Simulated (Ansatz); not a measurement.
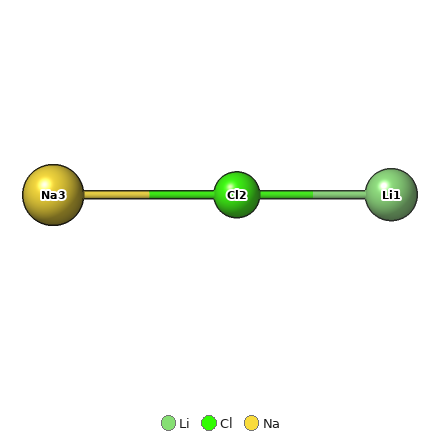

The system is Li⁺ + ClNa; the picture shows the reference structure. Coordinates scanned: (1) distance Li1–Cl2; (2) distance Cl2–Na3. Nothing is relaxed (the angle Li1–Cl2–Na3 is fixed at 180 degrees). The scan uses a 16 × 16 grid. Points are written as (first, second). Energies are in kJ/mol, from Li with charge +1 far from the relaxed ClNa (each part in its own basis). The D4 coefficients can switch as the alkali atoms part, which puts small steps into the map. The calculation used RKS r2SCAN-D4/def2-TZVPD (Ansatz).

Its coordinates:

```xyz
3

Li   -2.1270    0.0000    0.0000
Cl    0.0000    0.0000    0.0000
Na    2.5280    0.0000    0.0000
```

Range: distance Li1–Cl2 from 1.840 to 3.440 Å; distance Cl2–Na3 from 2.144 to 3.744 Å.

> What landscape does the calculation give?

The lowest grid point is at (2.127 Å, 2.528 Å), −246 kJ/mol from Li with charge +1 far from the relaxed ClNa (each part in its own basis). The highest grid point, (3.440 Å, 3.744 Å), lies 207 kJ/mol above the lowest.

```
distance Cl2–Na3 ↓, distance Li1–Cl2 →  1.840  1.957  2.127  2.326  2.547  2.784  3.037  3.303
                                 3.744   −152   −174   −179   −166   −141   −111    −81    −53
                                 3.472   −165   −188   −194   −182   −158   −129   −100    −73
                                 3.213   −180   −203   −210   −198   −175   −148   −121    −95
                                 2.968   −194   −217   −225   −215   −193   −167   −141   −116
                                 2.738   −206   −230   −239   −230   −209   −184   −159   −135
                                 2.528   −212   −236   −246   −238   −218   −194   −170   −147
                                 2.341   −205   −230   −241   −233   −214   −191   −168   −146
                                 2.191   −182   −208   −220   −213   −195   −172   −149   −128
```

The table holds every second grid line.

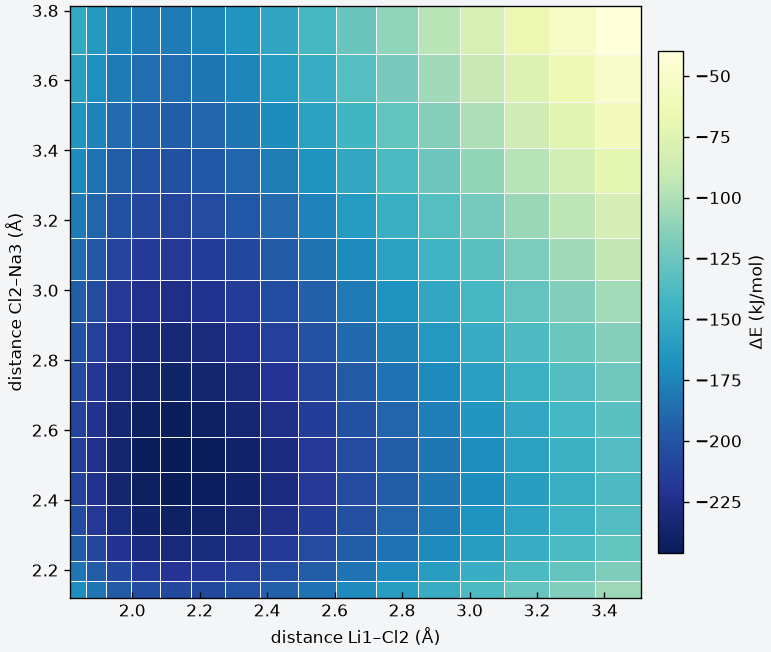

The picture shows one coloured cell a grid point.

Each point was launched as `ansatz run input.yaml --threads 1 --pin off --max-ram 2560MiB --backend cpu --events-out ev --progress --plain --runs-dir out`. The whole map (256 points run) took 9.3 min on 1 thread of INTEL(R) XEON(R) PLATINUM 8581C CPU @ 2.10GHz (Emerald Rapids), on a shared host.
